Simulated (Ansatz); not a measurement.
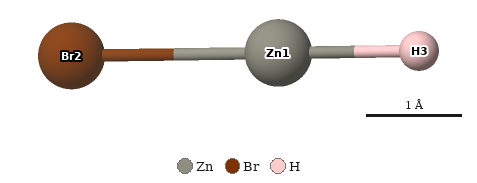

**Figure 1.** The structure (ball-and-stick view, seen at a tilt; atoms are numbered from 1 in the order of the input). Sticks mark near contacts. Bond lengths as drawn: Br–Zn 2.24 Å and H–Zn 1.52 Å.

## What a change does: single-point calculation on ZnHBr

System: ZnHBr, SMILES [ZnH][Br].
Method of run A: RKS SPW92/def2-TZVPP (Ansatz 0.2.0).

The geometry comes from this level: PBE0-D4/def2-TZVP. Text and figures count atoms from 1; the logs count them from 0 in places.

The input, run A:
```yaml
crystal:
  periodic: [false, false, false]
  atoms:
    - {symbol: Zn, position_ang: [-0.193831, -0.111347, -0.118164]}
    - {symbol: Br, position_ang: [1.589439, 0.729856, 0.948465]}
    - {symbol: H, position_ang: [-1.406508, -0.683309, -0.843501]}
basis:
  gaussian: {orbitals: def2-TZVPP}
hamiltonian: {xc: lda}
output: {orbitals: {seedname: orbitals}}
```

Hardware: 2 CPU threads, shared host.

Output (run A):
```
Functional definition: SPW92
  exchange = slater_x
  correlation = pw_c
934 factors; their error is unknown
mean field evaluation 1: about -118304.2048 eV, gradient 6.4e1 eV
mean field evaluation 2: about -118290.4826 eV, gradient 1.5e2 eV
mean field evaluation 4: about -118307.8913 eV, gradient 5.2e0 eV
mean field evaluation 8: about -118307.9397 eV, gradient 8.9e-2 eV
mean field evaluation 16: about -118307.9397 eV, gradient 8.0e-6 eV
mean field -118307.93973177 eV, -4347.7365931407 hartree, gradient 8.0e-6 eV, S^2 0.000000; 0 other end points of the search recorded, 0 dependent functions left out
reference -118307.93976574 eV, -4347.7365943893 hartree; 33, 33 occupied and 93, 93 virtual orbitals, 934 factors
Total energy: -118307.93976574 eV, -4347.7365943893 hartree
```

The input of run B differs as follows (lines with − go, lines with + come):
```diff
-hamiltonian: {xc: lda}
+hamiltonian: {xc: hse06, dispersion: d4}
```

What does this change do to the results?

The total energies belong to different models, so their difference says nothing on which is more stable or more accurate. The HOMO goes from −7.29 to −7.96 eV. The LUMO goes from −1.66 to −1.04 eV.

Output (run B):
```
Functional definition: HSE06
  parameter a = 0.25
  parameter omega = 0.11/bohr
  exchange = pbe_x - a*pbe_x_sr(omega) + a*exact_x_sr(omega)
  correlation = pbe_c
1056 factors; their error is unknown
52 factors; integrals over basis functions are off by at most 7.9e-6 eV
mean field evaluation 1: about -118466.9358 eV, gradient 3.6e1 eV
mean field evaluation 2: about -118464.2184 eV, gradient 7.2e1 eV
mean field evaluation 4: about -118468.4668 eV, gradient 1.0e0 eV
mean field evaluation 8: about -118468.9858 eV, gradient 1.0e-1 eV
mean field -118468.98578769 eV, -4353.6549265350 hartree, gradient 4.9e-5 eV, S^2 0.000000; 0 other end points of the search recorded, 0 dependent functions left out
reference -118468.98582375 eV, -4353.6549278602 hartree; 33, 33 occupied and 93, 93 virtual orbitals, 1056 factors
Total energy: -118469.02013716 eV, -4353.6561888546 hartree
```

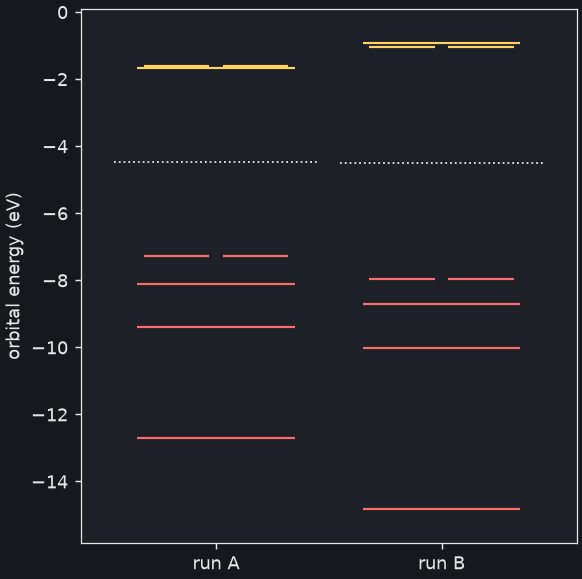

**Figure 2.** The five highest filled and three lowest empty orbital energies of the two runs; the dotted lines part filled from empty levels. The HOMO–LUMO gap is 5.63 eV in run A and 6.92 eV in run B.

The two runs side by side:

```csv
quantity,run A,run B
outcome,converged,converged
total energy (hartree),−4347.736594,−4353.656189
HOMO (eV),−7.29,−7.96
LUMO (eV),−1.66,−1.04
basis functions,126,126
wall time (shared host),0.85 s,2 s
```
